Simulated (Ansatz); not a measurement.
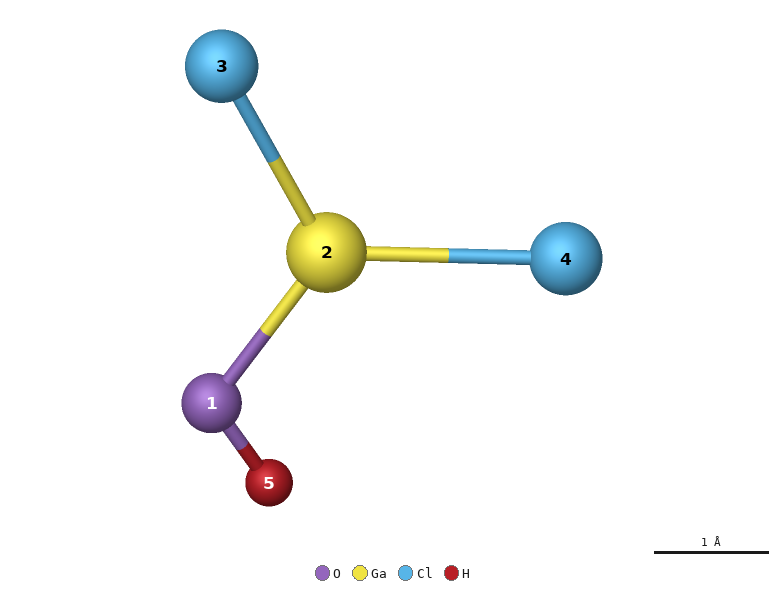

Figure made from data computed with Ansatz.

Orthographic view with a scale bar. Geometry: moved along internal coordinates away from the minimum.

Write Cartesian coordinates in Å in the frame of the picture: x to the right, y up, z towards the viewer, origin at the mean of the atomic positions.

```xyz
5
Cl2GaHO
O   -0.94  -0.97  -0.40
Ga   0.07   0.35   0.18
Cl  -0.86   1.99   1.13
Cl   2.17   0.30  -0.08
H   -0.44  -1.67  -0.82
```
